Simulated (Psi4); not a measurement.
**AlH$_{5}$O: single-point calculation**

AlH$_{5}$O (Al(H2O)H3), computed with MP2/cc-pVTZ, RHF (Psi4 1.11).

The geometry was optimised with wB97X-D/def2-SVP.

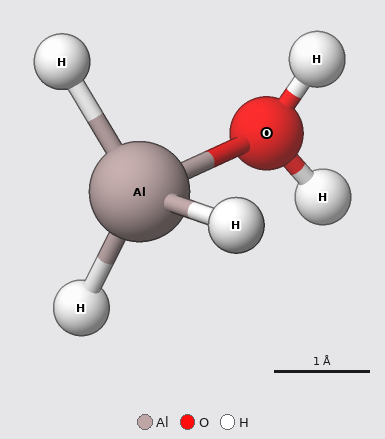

Fig. 1: The input geometry (ball-and-stick view, seen at a tilt). Sticks mark near contacts.

Key numbers:

| quantity | value |
| --- | --- |
| outcome | converged |
| total energy | −320.091732 hartree |
| SCF energy | −319.731160 hartree |
| MP2 energy | −320.091732 hartree |
| correlation energy | −0.360572 hartree |
| basis functions | 134 |
| HOMO of the SCF reference | −10.66 eV |
| LUMO of the SCF reference | 2.17 eV |
| hardware | 1 thread of Intel Xeon @ 2.50GHz (Skylake/Cascade Lake), 16 GiB of memory available, shared host |
| wall time | 5.7 s |
| peak memory | 0.32 GiB |

Input file (calc.dat):
```
memory 1600 MB

molecule geom {
  Al
  O 1 2.041703
  H 2 0.965235 1 116.97852
  H 2 0.965236 3 107.45499 1 134.46255
  H 1 1.59697 2 97.61046 3 -173.66218
  H 1 1.60345 5 117.05482 2 104.62809
  H 1 1.59738 5 120.11878 6 152.56458
  symmetry c1
}

set basis cc-pVTZ
set freeze_core true

E = energy("mp2")
```

Command:
```bash
psi4 -n 1 calc.dat calc.out
```

The program's output:
```
Psi4 1.11 release

    SCF Algorithm Type (re)set to DF.

   => Loading Basis Set <=

    Name: CC-PVTZ
    Role: ORBITAL
    Keyword: BASIS

         ---------------------------------------------------------
                                   SCF
                              RHF Reference
                        1 Threads,   1525 MiB Core
         ---------------------------------------------------------

  ==> Geometry <==

    Molecular point group: c1
    Full point group: C1

    Geometry (in Angstrom), charge = 0, multiplicity = 1:

       Center              X                  Y                   Z               Mass
    ------------   -----------------  -----------------  -----------------  -----------------
         AL           0.014563507702     0.006894252087    -0.770279055642    26.981538530000
         O            0.014563507702     0.006894252087     1.271423944358    15.994914619570
         H            0.014563507702    -0.853300652410     1.709309010903     1.007825032230
         H           -0.642611837459     0.557506089787     1.714851171301     1.007825032230
         H            0.189300766863     1.580122928774    -0.981777523745     1.007825032230
         H           -1.443764507820    -0.606523564304    -1.031142782859     1.007825032230
         H            1.261483731044    -0.971794822293    -0.967713897321     1.007825032230

  Running in c1 symmetry.

  Rotational constants: A =      1.86744  B =      0.30800  C =      0.30174 [cm^-1]
  Rotational constants: A =  55984.32165  B =   9233.54936  C =   9045.85885 [MHz]
  Nuclear repulsion =   60.372431467680045

  Charge       = 0
  Multiplicity = 1
  Electrons    = 26
  Nalpha       = 13
  Nbeta        = 13

  ==> Algorithm <==

  SCF Algorithm Type is DF.
  DIIS enabled.
  MOM disabled.
  Fractional occupation disabled.
  Guess Type is SAD.
  Energy threshold   = 1.00e-08
  Density threshold  = 1.00e-08
  Integral threshold = 1.00e-12

  ==> Primary Basis <==

  Basis Set: CC-PVTZ
    Blend: CC-PVTZ
    Number of shells: 52
    Number of basis functions: 134
    Number of Cartesian functions: 149
    Spherical Harmonics?: true
    Max angular momentum: 3

   => Loading Basis Set <=

    Name: (CC-PVTZ AUX)
    Role: JKFIT
    Keyword: DF_BASIS_SCF

  ==> Integral Setup <==

  DFHelper Memory: AOs need 0.051 GiB; user supplied 1.118 GiB.
  SCF_SUBTYPE=INCORE selected. In-core MEM_DF algorithm will be used.
  Using in-core AOs.

  ==> MemDFJK: Density-Fitted J/K Matrices <==

    J tasked:                   Yes
    K tasked:                   Yes
    wK tasked:                   No
    Memory [MiB]:              1144
    Algorithm:                 Core
    Schwarz Cutoff:           1E-12
    Mask sparsity (%):       0.2450
    Fitting Condition:        1E-10

   => Auxiliary Basis Set <=

  Basis Set: (CC-PVTZ AUX)
    Blend: CC-PVTZ-JKFIT
    Number of shells: 112
    Number of basis functions: 350
    Number of Cartesian functions: 416
    Spherical Harmonics?: true
    Max angular momentum: 4

  Minimum eigenvalue in the overlap matrix is 1.3979125733E-03.
  Reciprocal condition number of the overlap matrix is 2.3489413261E-04.
    Using symmetric orthogonalization.

  ==> Pre-Iterations <==

  SCF Guess: Superposition of Atomic Densities via on-the-fly atomic UHF (no occupation information).

   -------------------------
    Irrep   Nso     Nmo
   -------------------------
     A        134     134
   -------------------------
    Total     134     134
   -------------------------

  ==> Iterations <==

                           Total Energy        Delta E     RMS |[F,P]|

   @DF-RHF iter SAD:  -318.85804827306077   -3.18858e+02   0.00000e+00
   @DF-RHF iter   1:  -319.66456276821759   -8.06514e-01   2.87043e-03 DIIS/ADIIS
   @DF-RHF iter   2:  -319.71636041417162   -5.17976e-02   1.57485e-03 DIIS/ADIIS
   @DF-RHF iter   3:  -319.73029900687800   -1.39386e-02   2.45715e-04 DIIS/ADIIS
   @DF-RHF iter   4:  -319.73110917583659   -8.10169e-04   5.78391e-05 DIIS
   @DF-RHF iter   5:  -319.73115651285843   -4.73370e-05   1.25366e-05 DIIS
   @DF-RHF iter   6:  -319.73115992066283   -3.40780e-06   2.15907e-06 DIIS
   @DF-RHF iter   7:  -319.73116001968100   -9.90182e-08   5.35040e-07 DIIS
   @DF-RHF iter   8:  -319.73116002544526   -5.76426e-09   1.07253e-07 DIIS
   @DF-RHF iter   9:  -319.73116002569674   -2.51475e-10   1.68004e-08 DIIS
   @DF-RHF iter  10:  -319.73116002570299   -6.25278e-12   4.04821e-09 DIIS
  Energy and wave function converged.

  ==> Post-Iterations <==

    Orbital Energies [Eh]
    ---------------------

    Doubly Occupied:

       1A    -58.435548     2A    -20.664755     3A     -4.850070
       4A     -3.165408     5A     -3.163486     6A     -3.163430
       7A     -1.454369     8A     -0.818069     9A     -0.723818
      10A     -0.627188    11A     -0.507689    12A     -0.397602
      13A     -0.391888

    Virtual:

      14A      0.079572    15A      0.135871    16A      0.137264
      17A      0.155373    18A      0.188082    19A      0.244839
      20A      0.269130    21A      0.286656    22A      0.290545
      23A      0.304002    24A      0.313481    25A      0.351735
      26A      0.419995    27A      0.428497    28A      0.484651
      29A      0.507206    30A      0.534655    31A      0.573824
      32A      0.642953    33A      0.660863    34A      0.730988
      35A      0.733347    36A      0.755475    37A      0.808985
      38A      0.849381    39A      0.876942    40A      0.894527
      41A      0.903942    42A      0.932356    43A      0.960725
      44A      0.986917    45A      1.008199    46A      1.037540
      47A      1.048715    48A      1.084720    49A      1.171729
      50A      1.193219    51A      1.234255    52A      1.249866
      53A      1.275986    54A      1.289324    55A      1.358404
      56A      1.388116    57A      1.398503    58A      1.505444
      59A      1.525752    60A      1.555053    61A      1.587225
      62A      1.625789    63A      1.780737    64A      1.783519
      65A      2.042495    66A      2.077978    67A      2.131448
      68A      2.169815    69A      2.242408    70A      2.465980
      71A      2.500224    72A      2.534433    73A      2.635636
      74A      2.845476    75A      2.901061    76A      3.142264
      77A      3.190581    78A      3.301646    79A      3.447946
      80A      3.494092    81A      3.506387    82A      3.518452
      83A      3.549954    84A      3.595092    85A      3.595583
      86A      3.672329    87A      3.683517    88A      3.699837
      89A      3.748355    90A      3.752216    91A      3.779820
      92A      3.814539    93A      3.824942    94A      3.829837
      95A      3.895914    96A      3.946500    97A      3.966918
      98A      3.979627    99A      4.044851   100A      4.087109
     101A      4.106592   102A      4.110893   103A      4.129119
     104A      4.263299   105A      4.280142   106A      4.302285
     107A      4.362510   108A      4.374887   109A      4.390400
     110A      4.403700   111A      4.441497   112A      4.532600
     113A      4.545003   114A      4.671621   115A      4.835525
     116A      4.863301   117A      4.880585   118A      4.893972
     119A      5.105569   120A      5.419220   121A      5.483200
     122A      5.959058   123A      6.442393   124A      6.842145
     125A      6.898944   126A      6.927678   127A      7.029139
     128A      7.127016   129A      7.129708   130A      7.327620
     131A      7.436613   132A      7.697809   133A      8.213890
     134A     13.163418

    Final Occupation by Irrep:
              A
    DOCC [    13 ]
    NA   [    13 ]
    NB   [    13 ]

  @DF-RHF Final Energy:  -319.73116002570299

   => Energetics <=

    Nuclear Repulsion Energy =             60.3724314676800446
    One-Electron Energy =                -563.4805428626949606
    Two-Electron Energy =                 183.3769513693119677
    Total Energy =                       -319.7311600257029340

Computation Completed

Properties will be evaluated at   0.000000,   0.000000,   0.000000 [a0]

Properties computed using the SCF density matrix

 Multipole Moments:

 ------------------------------------------------------------------------------------
     Multipole            Electronic (a.u.)      Nuclear  (a.u.)        Total (a.u.)
 ------------------------------------------------------------------------------------

 L = 1.  Multiply by 2.5417464519 to convert [e a0] to [Debye]
 Dipole X            :          0.1867360           -0.5956316           -0.4088956
 Dipole Y            :          0.0910041           -0.2819674           -0.1909633
 Dipole Z            :          0.7699878            1.1362731            1.9062609
 Magnitude           :                                                    1.9589521

 ------------------------------------------------------------------------------------

	total time  =          2 seconds =       0.03 minutes

  //>>>>>>>>>>>>>>>>>>>>>>>>>>>>>>>>>>>//
  //               DFMP2               //
  //<<<<<<<<<<<<<<<<<<<<<<<<<<<<<<<<<<<//

   => Loading Basis Set <=

    Name: (CC-PVTZ AUX)
    Role: RIFIT
    Keyword: DF_BASIS_MP2

	 --------------------------------------------------------
	                          DF-MP2
	      2nd-Order Density-Fitted Moller-Plesset Theory
	              RMP2 Wavefunction,   1 Threads

	 --------------------------------------------------------

   => Auxiliary Basis Set <=

  Basis Set: (CC-PVTZ AUX)
    Blend: CC-PVTZ-RI
    Number of shells: 105
    Number of basis functions: 353
    Number of Cartesian functions: 432
    Spherical Harmonics?: true
    Max angular momentum: 4

	 --------------------------------------------------------
	                 NBF =   134, NAUX =   353
	 --------------------------------------------------------
	   CLASS    FOCC     OCC    AOCC    AVIR     VIR    FVIR
	   PAIRS       6      13       7     121     121       0
	 --------------------------------------------------------

	-----------------------------------------------------------
	 ==================> DF-MP2 Energies <====================
	-----------------------------------------------------------
	 Reference Energy          =    -319.7311600257029909 [Eh]
	 Singles Energy            =      -0.0000000000000000 [Eh]
	 Same-Spin Energy          =      -0.0712299468620814 [Eh]
	 Opposite-Spin Energy      =      -0.2893419593391837 [Eh]
	 Correlation Energy        =      -0.3605719062012651 [Eh]
	 Total Energy              =    -320.0917319319042349 [Eh]
	-----------------------------------------------------------
	 ================> DF-SCS-MP2 Energies <==================
	-----------------------------------------------------------
	 SCS Same-Spin Scale       =       0.3333333333333333 [-]
	 SCS Opposite-Spin Scale   =       1.2000000000000000 [-]
	 SCS Same-Spin Energy      =      -0.0237433156206938 [Eh]
	 SCS Opposite-Spin Energy  =      -0.3472103512070204 [Eh]
	 SCS Correlation Energy    =      -0.3709536668277142 [Eh]
	 SCS Total Energy          =    -320.1021136925306791 [Eh]
	-----------------------------------------------------------

	total time  =          1 seconds =       0.02 minutes

    Psi4 run time: 0:00:03.67
```

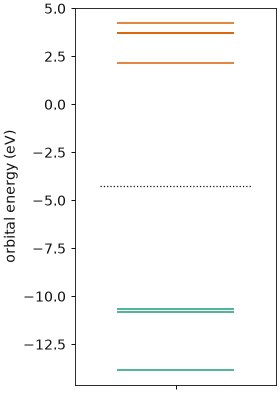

Fig. 2: Orbital energies near the frontier (SCF reference); the dotted line parts filled from empty levels, and levels within 0.02 eV of each other stand side by side. Highest filled −10.66 eV, lowest empty 2.17 eV, 12.83 eV apart.
